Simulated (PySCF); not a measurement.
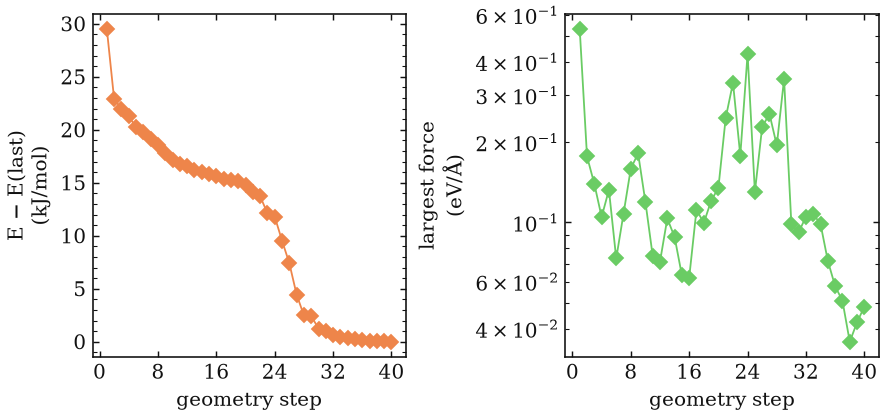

History of a geometry optimisation.

AgH10O5 (SMILES [OH2]->[Ag+2](<-[OH2])(<-[OH2])(<-[OH2])<-[OH2]) (charge +2), multiplicity 2; PBE0-D3(BJ)/def2-SVP, geometry optimisation (PySCF 2.14.0, density fitting).

> How did the optimisation end?

It had not finished: it stopped at geometry 40. The energy fell by about 29 kJ/mol from the first step to the last. The largest force goes from about 0.53 eV/Å at the start to 0.048 eV/Å at the end.

> By which step was nine tenths of the energy gained?

By step 28 of 40.
